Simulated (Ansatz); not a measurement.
## Bands, cutoff and cost in G0W0 for PtSe2/PtSe2 (1T bilayer)

Aim: see how the G0W0 gap of PtSe2/PtSe2 (1T bilayer) on PBE moves with empty bands and screening cutoff, and what each rung costs.

Program: Ansatz 0.2.0. Level of theory: G0W0 on PBE, plane waves, PAW; PAW set soft_1. Results are calculated unless marked as measured.

### 1. The starting structure

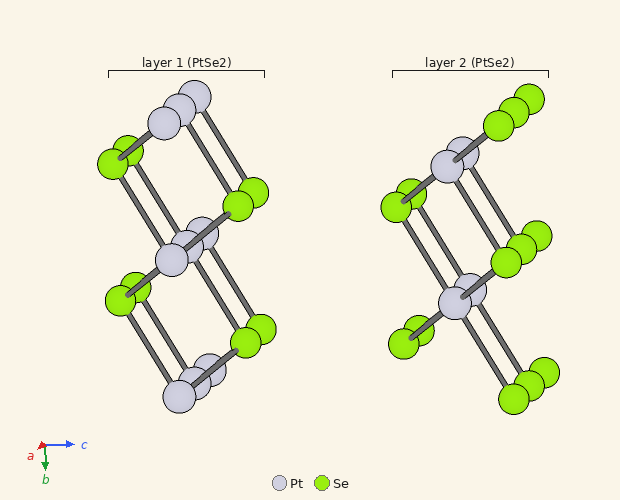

The starting structure, seen from the side, with the c axis across the page (platinum light grey, selenium green). 2×2×1 cells are drawn. Bonds to atoms that aren't drawn are left out. Some periodic images of atoms are drawn too.

The cell holds 6 atoms: 2 Pt and 4 Se. Cell: a = 3.710 Å, b = 3.710 Å, c = 40.900 Å, α = 90.0°, β = 90.0°, γ = 120.0°. It derives from Pt1Se2. Regions: layer 1 (PtSe2), 3 atoms (1 Pt and 2 Se); layer 2 (PtSe2), 3 atoms (1 Pt and 2 Se). Vacuum lies along c.

The structure was relaxed with PBE-D3(BJ). The runs that relaxed it are not among those shown. Spin-orbit coupling is left out unless a step names it. The Coulomb interaction is cut off across the vacuum.

### 2. 323 empty bands, screening to 44 eV

Now the one-shot GW correction: screening in the RPA, then the self-energy of the levels asked for. This step takes PAW set soft_1 files.

The input, input.yaml:

```yaml
crystal:
  lattice:
    - [3.7100968626, 0.0, 0.0]
    - [-1.8550484313, 3.2130381335, 0.0]
    - [0.0, 0.0, 40.9]
  atoms:
    - { symbol: Pt, position: [0.0, 0.0, 0.4244018196] }
    - { symbol: Se, position: [0.3333333333, 0.6666666667, 0.4566401217] }
    - { symbol: Se, position: [0.6666666667, 0.3333333333, 0.3920649557] }
    - { symbol: Pt, position: [0.6666666667, 0.3333333333, 0.5755981804] }
    - { symbol: Se, position: [0.0, 0.0, 0.6079350443] }
    - { symbol: Se, position: [0.3333333333, 0.6666666667, 0.5433598783] }
  periodic: [true, true, false]
kpoints:
  mp_grid: { grid: [6, 6, 1] }
hamiltonian:
  xc: pbe
  pseudopotentials: { kind: paw, azcp: { folder: soft_1 } }
scf:
  occupations: { method: fixed }
gw:
  n_empty_bands: 323
  ecut_chi: 44
  qp_bands: [v2, c2]
  qp_kpoints: band_edges
  screening: { model: contour_deformation }
```

The run is started by

```sh
$ ansatz run input.yaml --threads 3 --pin off --max-ram 92160MiB --backend cuda --events-out ev --progress --plain --runs-dir out --devices 1 --max-vram 13GiB
```

Numbers of over 12 decimals in the logs are rounded to 6 here.

What it wrote:

```text
GPUs: using 1 of 1 available (devices: 1).
Engine: ansatz 0.2.0, x86_64-unknown-linux-gnu
Pseudopotentials: kind: paw
Pseudopotential: Pt, paw, valence charge 18, recommended cutoff 420 eV (normal), soft_1/Pt.paw.azcp
Pseudopotential: Se, paw, valence charge 16, recommended cutoff 420 eV (normal), soft_1/Se.paw.azcp
Functional definition: PBE
  parameter kappa = 0.804
  parameter beta = 0.066725
  exchange = pbe_x(kappa = kappa, mu = beta*pi^2/3)
  correlation = pbe_c(beta = beta)
device memory: the entry about to start is reckoned to put 4.7 GiB on a device that reports 41.1 GiB free (of which the cap on the GPU budget leaves the run 13.0 GiB)
GPU FFT provider: cuFFT
GPU libraries: cuBLAS 13.8.2, cuFFT 12.4.0, cuSOLVER 12.3.4
Crystal: 6 atoms, lattice volume = 487.556 Å³
Basis set: ecut = 420 eV, 9557 PW (Γ)
Bands: 60, of which v1, the nominal top of the filled ones, is band 50 counted from 1 (49 counted from 0)
Symmetry: 12 space group operations
Space group: P-3m1 (ITA 164), of the structure as read, at distance tolerance 7.9e-5 Å
k-points: 7 of 36
Non-local potential: Pt, projectors of the file, l = 0: 3, l = 1: 2, l = 2: 2, l = 3: 1
Non-local potential: Se, projectors of the file, l = 0: 2, l = 1: 2, l = 2: 3, l = 3: 1
PAW form: soft (Blöchl's): semilocal exchange-correlation on the pseudo side does not see the compensation charge
PAW one-centre angular grid: Pt, 590 points (default); XC on 64 Gauss nodes
PAW one-centre angular grid: Se, 590 points (default); XC on 64 Gauss nodes
Initial density: superposition of atomic densities (neutral atoms: chi_scale 0, normalization atom)
Initial wavefunctions: pseudopotential atomic-orbital guess
GPU buffer pool allocated for 180000 grid points (all kernels)
GPU transforms: local potential and band sums: pruned to the plane-wave sphere, on 25×25×288
Functional: x = pbe(κ = 0.804, μ = 0.219515), c = pbe(β = 0.066725)
SCF iter   1: F=—  HF=-46929.686669 eV  |F-HF|=—  |Δ(HF+E_count)|=         —  Δρ=4.07e-2  dr2=8.87e0  ethr=3.10e-3  ⟨swp⟩=6.1  Hψ=1546  notcnv=0  defer=51
preconditioner: auto → Resta (q_TF=auto, 2.095 Å⁻¹)  ε∞=2.4  [insulator: Δε(μ)=1.466 eV  Ē_g=9.506 eV  n_scr=80 (ndim 8)  ℏωp=11.2 eV  f_vac=0.701  ε∞_Penn≈2.4  vacuum switching on, ρ_ref=6.6e-3 e/Å³]
SCF iter   2: F=—  HF=-46928.974707 eV  |F-HF|=—  |Δ(HF+E_count)|=   7.12e-1  Δρ=2.22e-2  dr2=4.71e0  ethr=3.10e-3  ⟨swp⟩=4.0  Hψ=1036  notcnv=0  defer=51
SCF iter   3: F=—  HF=-46928.116053 eV  |F-HF|=—  |Δ(HF+E_count)|=   8.59e-1  Δρ=9.43e-3  dr2=1.89e-1  ethr=3.10e-3  ⟨swp⟩=3.0  Hψ=763  notcnv=0  defer=43
SCF iter   4: F=—  HF=-46928.116271 eV  |F-HF|=—  |Δ(HF+E_count)|=   2.19e-4  Δρ=2.99e-3  dr2=4.60e-1  ethr=1.89e-4  ⟨swp⟩=4.0  Hψ=766  notcnv=0  defer=55
SCF iter   5: F=—  HF=-46928.082727 eV  |F-HF|=—  |Δ(HF+E_count)|=   3.35e-2  Δρ=8.31e-4  dr2=2.20e-2  ethr=1.89e-4  ⟨swp⟩=3.9  Hψ=619  notcnv=0  defer=55
SCF iter   6: F=—  HF=-46928.081089 eV  |F-HF|=—  |Δ(HF+E_count)|=   1.64e-3  Δρ=2.62e-4  dr2=2.80e-4  ethr=2.20e-5  ⟨swp⟩=3.0  Hψ=633  notcnv=0  defer=55
SCF iter   7: F=—  HF=-46928.081271 eV  |F-HF|=—  |Δ(HF+E_count)|=   1.82e-4  Δρ=8.46e-5  dr2=2.61e-4  ethr=2.80e-7  ⟨swp⟩=5.0  Hψ=1019  notcnv=0  defer=55
SCF iter   8: F=—  HF=-46928.081268 eV  |F-HF|=—  |Δ(HF+E_count)|=   3.82e-6  Δρ=2.80e-5  dr2=2.81e-5  ethr=2.61e-7  ⟨swp⟩=2.3  Hψ=513  notcnv=0  defer=53
SCF iter   9: F=—  HF=-46928.081269 eV  |F-HF|=—  |Δ(HF+E_count)|=   1.13e-6  Δρ=8.56e-6  dr2=2.18e-6  ethr=2.81e-8  ⟨swp⟩=2.7  Hψ=586  notcnv=0  defer=52
SCF iter  10: F=—  HF=-46928.081269 eV  |F-HF|=—  |Δ(HF+E_count)|=   9.09e-8  Δρ=2.93e-6  dr2=3.60e-7  ethr=2.18e-9  ⟨swp⟩=2.6  Hψ=549  notcnv=0  defer=52
SCF iter  11: F=-46928.081269 eV  HF=-46928.081269 eV  |F-HF|=1.62e-8  |Δ(HF+E_count)|=   1.31e-8  Δρ=6.67e-7  dr2=1.87e-8  ethr=1.00e-10  ⟨swp⟩=21.6  Hψ=2371  notcnv=0
SCF 1 converged in 11 iterations: F = -46928.081269 eV  dr2 = 1.87e-8
  greatest PAW one-centre occupation: 1.000 electrons in one spin orbital (limit 2), on the Pt atom at site 3 (counted from 0), in its partial waves of l = 0
device memory: the entry about to start is reckoned to put 5.7 GiB (of the 5.8 GiB reckoned in all, the device holds 0.1 GiB already) on a device that reports 40.9 GiB free (of which the cap on the GPU budget leaves the run 12.9 GiB)
NSCF: frozen V_eff on 7 k-points
the band table was solved once the SCF had ended and its energy, with any forces and stress, was formed, with the checks that follow a solve (2181 applications of the Hamiltonian). They found nothing against the state; the energy, forces and stress were not computed again (output.eigenvalues in the input reference)
device memory: the entry about to start is reckoned to put 5.7 GiB on a device that reports 41.0 GiB free (of which the cap on the GPU budget leaves the run 13.0 GiB)
NSCF: frozen V_eff on 7 k-points
G₀W₀ screening: q 1/7
[... further progress lines ...]
SCF converged after 11 iterations
Free energy (F): -46928.081269 eV
Harris-Foulkes:  -46928.081269 eV  (|F-HF|=1.62e-8)
Internal energy: -46928.081269 eV  (E = F + TS)
E sigma→0 (E₀):  -46928.081269 eV
Fermi energy:    -5.332252 eV
--- Per-component energies (eV) ---
  E_band       = -3696.284919
  E_kinetic    = 1633.508319
  E_local      = -504994.125217  (includes V_loc(G=0)·N_el)
  E_nonlocal   = -1008.935814
  E_hartree    = 251483.440523
  E_xc         = -804.567174
  E_vxc        = -903.576018  (∫ρ·V_xc dr)
  E_paw        = -27488.907517  (= ΣΔE_a)
  E_vpaw       = -1389.985353  (= ΣTr[D̂ρ^β])
  E_aug_tail   = 0.000773  (compensation charges beyond the density's cutoff)
  E_ewald      = 234251.504839
  E_smearing   = -0.000000  (= −TS)
  E_closure    = -0.000000  (closes the sum)
  Σ components = -46928.081269   (vs F -46928.081269, Δ=0.00e0)
--- Band table (eV; the first three rows and the last of 7) ---
  k-point 0: bands = [... 46 lower, -5.7245, -5.7245, -5.6522, -5.6522, -2.7715, -2.7715, -2.6577, -2.6577, ... 6 higher]
  k-point 1: bands = [... 46 lower, -5.8765, -5.7881, -5.7205, -5.3323, -4.1345, -3.9058, -3.0935, -2.9769, ... 6 higher]
  k-point 2: bands = [... 46 lower, -6.5457, -6.4917, -6.4703, -6.0691, -4.0879, -3.5743, -3.1566, -3.0185, ... 6 higher]
  k-point 6: bands = [... 46 lower, -6.8706, -6.6561, -6.6561, -6.4394, -4.0798, -3.9105, -3.9105, -3.6649, ... 6 higher]
  ° read free of the cell's end (the report's vacuum.weakly_bound_levels)
--- G₀W₀: contour deformation, 7 samples at zero and on the imaginary axis and 1 off it, 36 q-points, 323 empty bands' worth ---
  eigenvalues of the whole cell's RPA ε∞ on this k-mesh (on a slab, of 1 + 4πα/V) = 1.2459, 6.0533, 6.0533; static W/v taken at q = 0 is 0.333867
  bands read: the sum over 373 bands ends inside a degenerate multiplet in 1 slot, whose members it reads at an even weight; the widest, k=0: bands 373 to 374 (counted from 1) at 1/2 each
  gw.qp_kpoints: band_edges: 6 of 7 stored k-points solved, in 1 pass; an edge of the gap read off the rows below is read off those points alone
    valence top: of the k-points left out ik 3 came nearest to being solved in a further pass, in band 50 (counted from 1, as in the quasiparticle table): it holds the edge there only if its correction is more favourable than any solved in that band by at least 1.585 eV; those differ by 0.056 eV
    conduction bottom: of the k-points left out ik 3 came nearest to being solved in a further pass, in band 51 (counted from 1, as in the quasiparticle table): it holds the edge there only if its correction is more favourable than any solved in that band by at least 0.716 eV; those differ by 0.097 eV
    ik  band        ε_KS         Σx   Σc(E_QP)       V_xc       Z   E_QP_lin       E_QP  E_QP is
     0    49     -5.6522   -17.7007     1.5996   -16.1361  0.7195    -5.6172    -5.6172  root
     0    50     -5.6522   -17.7007     1.5996   -16.1361  0.7195    -5.6172    -5.6172  root
     0    51     -2.7715   -16.9204    -2.7871   -20.4120  0.6896    -2.0315    -2.0669  root
     0    52     -2.7715   -16.9204    -2.7871   -20.4120  0.6896    -2.0315    -2.0669  root
     1    49     -5.7205   -19.4901     2.0079   -17.5047  0.7189    -5.6981    -5.6981  root
     1    50     -5.3323   -18.7222     1.7517   -17.0040  0.7196    -5.2989    -5.2988  root
     1    51     -4.1345   -16.1023    -2.2703   -18.9801  0.7280    -3.5114    -3.5270  root
     1    52     -3.9058   -16.2163    -2.4425   -19.3060  0.7224    -3.2373    -3.2586  root
     2    49     -6.4703   -20.7776     2.7349   -17.9687  0.6930    -6.5445    -6.5443  root
     2    50     -6.0691   -20.7133     2.4514   -18.2413  0.7069    -6.0898    -6.0898  root
     2    51     -4.0879   -16.5180    -2.4035   -19.5530  0.7237    -3.4390    -3.4564  root
     2    52     -3.5743   -16.4327    -2.6137   -19.7018  0.7086    -2.8841    -2.9188  root
     4    49     -5.8964   -20.1840     2.3701   -17.7692  0.7098    -5.9412    -5.9411  root
     4    50     -5.5115   -19.6297     1.9867   -17.6708  0.7185    -5.4837    -5.4837  root
     4    51     -4.0715   -15.5972    -2.5084   -18.7179  0.7249    -3.4427    -3.4592  root
     4    52     -3.9687   -15.3663    -2.5730   -18.5623  0.7217    -3.3272    -3.3457  root
     5    49     -6.4041   -22.6225     3.0523   -19.5175  0.6988    -6.4569    -6.4568  root
     5    50     -6.2099   -22.3270     2.8196   -19.4883  0.7061    -6.2289    -6.2289  root
     5    51     -4.0079   -15.8150    -2.5253   -18.9560  0.7213    -3.3747    -3.3922  root
     5    52     -3.8567   -15.8192    -2.6298   -19.0846  0.7162    -3.2003    -3.2211  root
     6    49     -6.6561   -25.2111     3.7160   -21.4452  0.6907    -6.7062    -6.7061  root
     6    50     -6.4394   -24.9034     3.4281   -21.4719  0.6994    -6.4428    -6.4428  root
     6    51     -4.0798   -16.3367    -2.6620   -19.6632  0.7194    -3.3946    -3.4153  root
     6    52     -3.9105   -15.7819    -2.7501   -19.1786  0.7163    -3.2427    -3.2639  root
```

Elapsed: 38 s, on 1 × NVIDIA H100 80GB HBM3 (shared by 6 runs) with 3 threads of AMD EPYC 7R13 (Zen 3), shared host; peak memory 1.8 GiB; 60 s of CPU time.

Numbers from this step:

| Property | Result |
| --- | --- |
| bands summed | 373 |
| plane waves in the screening matrix | 285 |
| q-points in the mesh | 36 |
| G0W0 gap on the mesh | 1.772 eV |
| k of the valence top | 0, 0.1667, 0 |
| k of the conduction bottom | 0, 0.1667, 0 |
| starting gap on the mesh | 1.198 eV |
| Z at the valence top | 0.7196 |
| Z at the conduction bottom | 0.7280 |
| least direct G0W0 gap on the computed points | 1.772 eV |

The gap on the mesh goes from 1.20 eV to 1.77 eV, a correction of +0.57 eV. Between the two edge states, bare exchange in place of the xc potential would open the gap by 4.60 eV, and correlation takes back 4.02 eV.

### 3. 792 empty bands, screening to 80 eV

Another rung: the empty bands reach about as high as the screening cutoff, so the two stay in balance.

input.yaml, as its differences from that of step 2:

```diff
@@ -20,5 +20,6 @@
   occupations: { method: fixed }
+  convergence: { dr2_threshold: 1.0e-10 }
 gw:
-  n_empty_bands: 323
-  ecut_chi: 44
+  n_empty_bands: 792
+  ecut_chi: 80.0
   qp_bands: [v2, c2]
```

What it wrote:

```text
GPUs: using 1 of 1 available (devices: 1).
[...]
GPU FFT provider: cuFFT
GPU libraries: cuBLAS 13.8.2, cuFFT 12.4.0, cuSOLVER 12.3.4
Crystal: 6 atoms, lattice volume = 487.556 Å³
Basis set: ecut = 420 eV, 9557 PW (Γ)
Bands: 60, of which v1, the nominal top of the filled ones, is band 50 counted from 1 (49 counted from 0)
[... 1 set-up line as in the run before ...]
[...]
k-points: 7 of 36
[...]
GPU buffer pool allocated for 180000 grid points (all kernels)
[...]
SCF iter   1: F=—  HF=-46929.686669 eV  |F-HF|=—  |Δ(HF+E_count)|=         —  Δρ=4.07e-2  dr2=8.87e0  ethr=3.10e-3  ⟨swp⟩=6.1  Hψ=1546  notcnv=0  defer=51
[...]
SCF iter  14: F=-46928.081269 eV  HF=-46928.081269 eV  |F-HF|=1.75e-10  |Δ(HF+E_count)|=  4.37e-11  Δρ=3.08e-8  dr2=8.11e-12  ethr=1.00e-12  ⟨swp⟩=21.0  Hψ=2305  notcnv=0
SCF 1 converged in 14 iterations: F = -46928.081269 eV  dr2 = 8.11e-12
[...]
NSCF: frozen V_eff on 7 k-points
[...]
G₀W₀ screening: q 1/7
[... further progress lines ...]
SCF converged after 14 iterations
Free energy (F): -46928.081269 eV
[...]
Internal energy: -46928.081269 eV  (E = F + TS)
E sigma→0 (E₀):  -46928.081269 eV
Fermi energy:    -5.332223 eV
[...]
--- Band table (eV; the first three rows and the last of 7) ---
  k-point 0: bands = [... 46 lower, -5.7245, -5.7245, -5.6521, -5.6521, -2.7714, -2.7714, -2.6577, -2.6577, ... 6 higher]
  k-point 1: bands = [... 46 lower, -5.8764, -5.7880, -5.7205, -5.3322, -4.1345, -3.9058, -3.0935, -2.9769, ... 6 higher]
  k-point 2: bands = [... 46 lower, -6.5457, -6.4917, -6.4702, -6.0691, -4.0879, -3.5743, -3.1565, -3.0185, ... 6 higher]
  k-point 6: bands = [... 46 lower, -6.8705, -6.6561, -6.6561, -6.4393, -4.0798, -3.9105, -3.9105, -3.6649, ... 6 higher]
  ° read free of the cell's end (the report's vacuum.weakly_bound_levels)
[...]
0    49     -5.6521   -17.7007     1.2738   -16.1361  0.7145    -5.9463    -5.9429  root
     0    50     -5.6521   -17.7007     1.2738   -16.1361  0.7145    -5.9463    -5.9429  root
     0    51     -2.7714   -16.9204    -3.0586   -20.4120  0.6842    -2.3256    -2.3384  root
     0    52     -2.7714   -16.9204    -3.0586   -20.4120  0.6842    -2.3256    -2.3384  root
     1    49     -5.7205   -19.4901     1.6938   -17.5047  0.7142    -6.0155    -6.0121  root
     1    50     -5.3322   -18.7223     1.4447   -17.0040  0.7141    -5.6084    -5.6057  root
     1    51     -4.1345   -16.1023    -2.5129   -18.9801  0.7238    -3.7647    -3.7696  root
     1    52     -3.9058   -16.2163    -2.6889   -19.3060  0.7180    -3.4981    -3.5050  root
[...]
6    49     -6.6561   -25.2111     3.4707   -21.4452  0.6862    -6.9561    -6.9513  root
     6    50     -6.4393   -24.9034     3.1694   -21.4719  0.6945    -6.7046    -6.7014  root
     6    51     -4.0798   -16.3367    -2.9059   -19.6632  0.7150    -3.6520    -3.6593  root
     6    52     -3.9105   -15.7819    -2.9969   -19.1786  0.7118    -3.5038    -3.5108  root
```

Wall time 94 s (1 × NVIDIA H100 80GB HBM3 (shared by 6 runs) with 3 threads); peak memory 3.1 GiB.

This step gave:

| Quantity | Value |
| --- | --- |
| bands summed | 842 |
| plane waves in the screening matrix | 809 |
| q-points in the mesh | 36 |
| G0W0 gap on the mesh | 1.836 eV |
| k of the valence top | 0, 0.1667, 0 |
| k of the conduction bottom | 0, 0.1667, 0 |
| starting gap on the mesh | 1.198 eV |
| Z at the valence top | 0.7141 |
| Z at the conduction bottom | 0.7238 |
| least direct G0W0 gap on the computed points | 1.836 eV |

Against the run with 6×6×1 mesh, 323 empty bands, screening to 44 eV, PAW set soft_1 files, the gap moves by +0.06 eV.

### 4. Side by side

Times are wall times on 1 × NVIDIA H100 80GB HBM3 (shared by 6 runs) with 3 threads of AMD EPYC 7R13 (Zen 3), shared host, good to a factor of about two.

```tsv
mesh	files	frequency	bands summed	cutoff (eV)	start (eV)	G0W0 (eV)	time	host memory (GiB)
6×6×1	PAW set soft_1	contour deformation	373	44	1.198	1.772	38 s	1.8
6×6×1	PAW set soft_1	contour deformation	842	80	1.198	1.836	94 s	3.1
```

The parts of the quasiparticle energy at the two band edges (eV; QP = start + Σx + Σc − Vxc):

```tsv
run	edge	start	Σx	Σc	Vxc	Z	QP
373 bands	valence top	-5.33	-18.72	1.75	-17.00	0.72	-5.30
373 bands	conduction bottom	-4.13	-16.10	-2.27	-18.98	0.73	-3.53
842 bands	valence top	-5.33	-18.72	1.44	-17.00	0.71	-5.61
842 bands	conduction bottom	-4.13	-16.10	-2.51	-18.98	0.72	-3.77
```

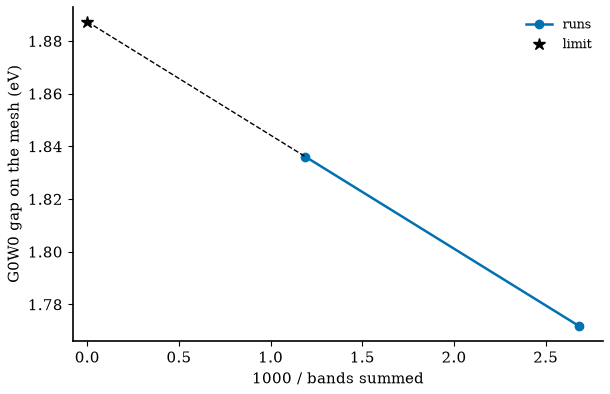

The gap against one over the number of bands; the dashed line carries the two highest rungs to the limit.

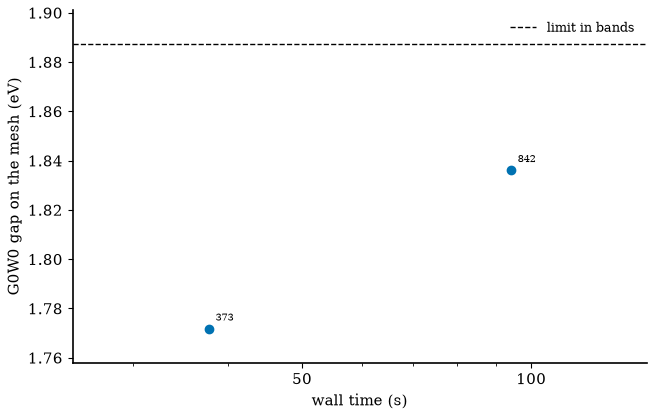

Result against wall time.

### 5. What came out

* 373 bands, 44 eV: 1.772 eV
* 842 bands, 80 eV: 1.836 eV
* estimated limit in bands and cutoff: 1.89 eV
* mesh and start: 6×6×1, PBE

What this shows: A line in one over the bands through the two rungs gives 1.89 eV, +0.05 eV from the top rung; with two points alone it is an unchecked estimate. The rungs stand 0.12 eV (373 bands) and 0.05 eV (842 bands) from it. From 373 to 842 bands the gap moves by +0.06 eV while the time grows 2.5-fold. Σc changes by −0.31 eV at the valence top and −0.24 eV at the conduction bottom, so the levels themselves move more than the gap between them. The 6×6×1 mesh misses a band edge: over a band path and its finer mesh (run apart) the PBE gap is 0.84 eV, so the G0W0 gap over the zone may lie about 0.36 eV below its value on the mesh. The mesh in the plane is coarse for a sheet; gap and any exciton binding can still move on denser ones. The runs have no spin polarisation. For a closed low-spin shell that is the natural state; where a d or f shell is open it is a constraint, and the gap is then not the crystal's own. With d states at the gap, one-shot GW leans hard on its start. The many-body steps are scalar-relativistic: spin-orbit coupling is not in them.

[Paths, hosts, dates, memory and timing lines, banners, echoed tables and standing remarks are left out of the program output.]

[Logs are printed without paths, hosts, clocks, repeated set-up lines and the standing remarks that a program may print on its own settings, such as how far it seeks lower states.]

[Runs of the session that timed out or met a known fault of the program may be left out.]

[Cells called generated may have been cut or substituted from an entry of the Crystallography Open Database or the Materials Project.]

[Hosts, paths, dates, database ids (printed as entryN), source tags and the programs' standing remarks are cut or masked in the printed files.]
